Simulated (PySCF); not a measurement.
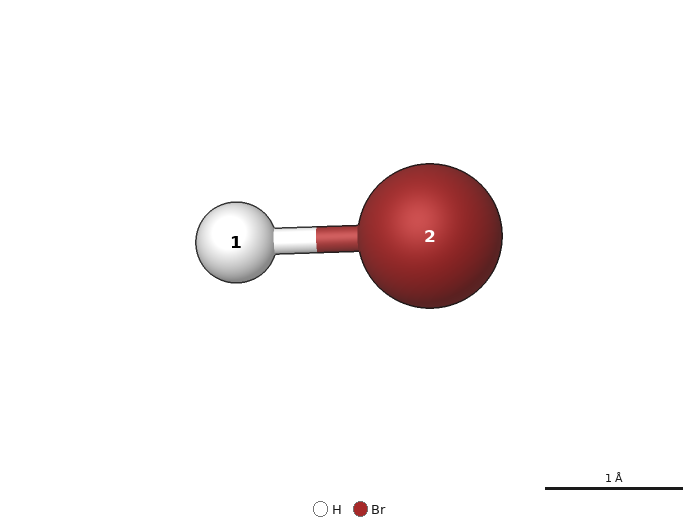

Numbered structure. Computed geometry: PBE0-D4/def2-TZVP optimisation. No frequency run is at hand to confirm it as a minimum.

List the bonds and their lengths.

```json
{"bond": "H1–Br2", "length (Å)": "1.421"}
```
